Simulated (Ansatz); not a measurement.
## Electronic structure of C7H14 (SMILES C1CCCCCC1) in real space

Input

```
crystal:
  periodic: [false, false, false]
  atoms:
    - {symbol: C, position_ang: [1.322936, 0.741691, 0.476258]}
    - {symbol: C, position_ang: [1.588173, -0.588616, -0.221266]}
    - {symbol: C, position_ang: [0.486431, -1.633422, -0.115261]}
    - {symbol: C, position_ang: [-0.907681, -1.186590, -0.543491]}
    - {symbol: C, position_ang: [-1.546445, -0.189262, 0.419939]}
    - {symbol: C, position_ang: [-1.196090, 1.281004, 0.193790]}
    - {symbol: C, position_ang: [0.247321, 1.580877, -0.209084]}
    - {symbol: H, position_ang: [1.065931, 0.575094, 1.529715]}
    - {symbol: H, position_ang: [2.258563, 1.309692, 0.482476]}
    - {symbol: H, position_ang: [2.512100, -1.024471, 0.174055]}
    - {symbol: H, position_ang: [1.783220, -0.380227, -1.281143]}
    - {symbol: H, position_ang: [0.783277, -2.504977, -0.708695]}
    - {symbol: H, position_ang: [0.423783, -1.983602, 0.923131]}
    - {symbol: H, position_ang: [-0.880344, -0.774227, -1.559754]}
    - {symbol: H, position_ang: [-1.543098, -2.076145, -0.598242]}
    - {symbol: H, position_ang: [-2.635929, -0.285053, 0.379142]}
    - {symbol: H, position_ang: [-1.266155, -0.480192, 1.438939]}
    - {symbol: H, position_ang: [-1.855383, 1.693272, -0.577776]}
    - {symbol: H, position_ang: [-1.435239, 1.830729, 1.110607]}
    - {symbol: H, position_ang: [0.359934, 1.451710, -1.291765]}
    - {symbol: H, position_ang: [0.434707, 2.642734, -0.021573]}
basis:
  gaussian: {orbitals: def2-TZVPP}
hamiltonian: {xc: pbe0, dispersion: d4}
output: {orbitals: {seedname: orbitals}}
```

Launched as:

```sh
ansatz run in.yaml --threads 2 --pin off --events-out ev --progress --plain --max-ram 32768MiB --backend cuda --devices 0, --max-vram 18GiB
```

Geometry: PBE0-D4/def2-TZVP.

These are results of Ansatz 0.2.0, RKS PBE0-D4/def2-TZVPP, not measurements.

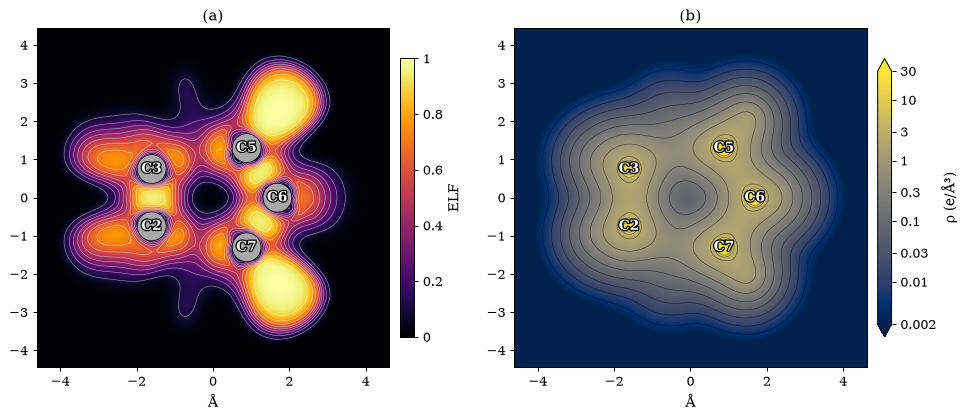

Figure 1. (a) electron localisation function; (b) electron density on the plane of atoms C5, C6 and C7. Grey discs cover the atomic cores in the ELF map.

**Describe what can be read from this map.**

- The plane passes through C nuclei.
- C–C (1.52 Å): the density is about 1.7 e/Å³ at the midpoint; the ELF peaks at about 0.95 between the atoms; a covalent bond.

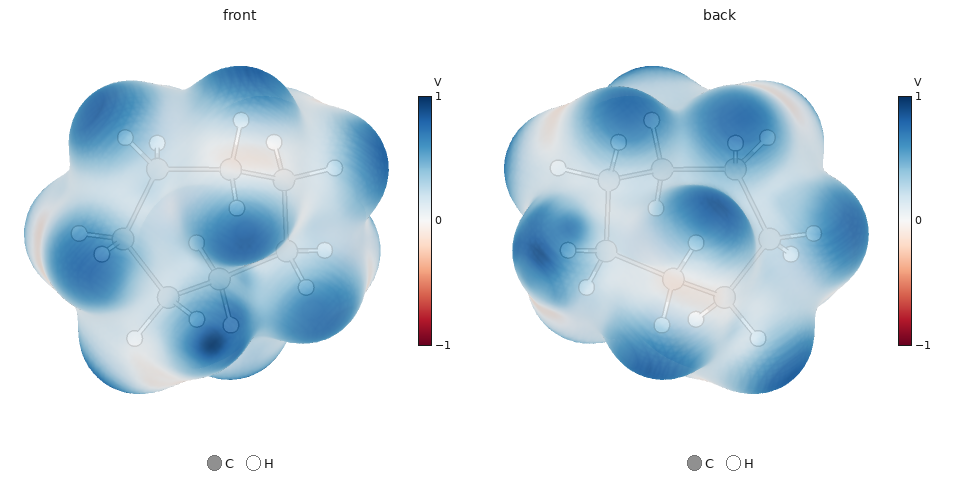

Figure 2. The electrostatic potential painted on the density surface at 0.004 e/bohr³, seen from the front and from behind; red is negative and blue positive.

**Describe the electrostatic potential map.**

The most negative region (about −0.1 V) lies over the C atoms, the most positive (about +0.8 V) over the H atoms.

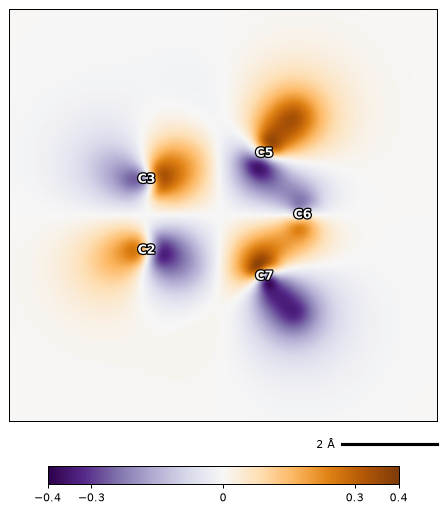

Figure 3. The HOMO on the plane of atoms C5, C6 and C7 (values in Å⁻³ᐟ²; the overall sign is arbitrary).

**Where does this orbital lie, and at what energy?**

Its weight (Hirshfeld) is mainly on C5 (about 10 %), C7 (about 10 %), C6 (about 10 %), C2 (about 10 %), C3 (about 10 %), H21 (about 10 %) and H16 (about 10 %). Its energy is −8.43 eV.
